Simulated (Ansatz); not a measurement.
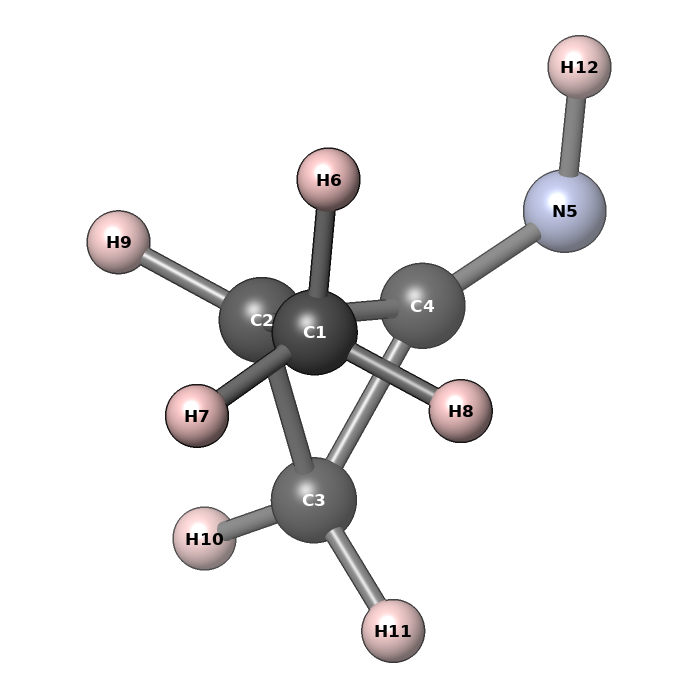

C2 lies behind C1. The molecule seen a little off the C1–C2 bond, C1 in front. Atoms fade into the background with distance from the viewer. The computed structure is the end point of a PBE0-D4/def2-TZVP optimisation. No frequency run is at hand to confirm it as a minimum.

Question: What is the torsion angle H6–C1–C2–C3? The sign is positive where the front bond must turn clockwise to cover the back bond.

Answer: 156°, antiperiplanar (anti).
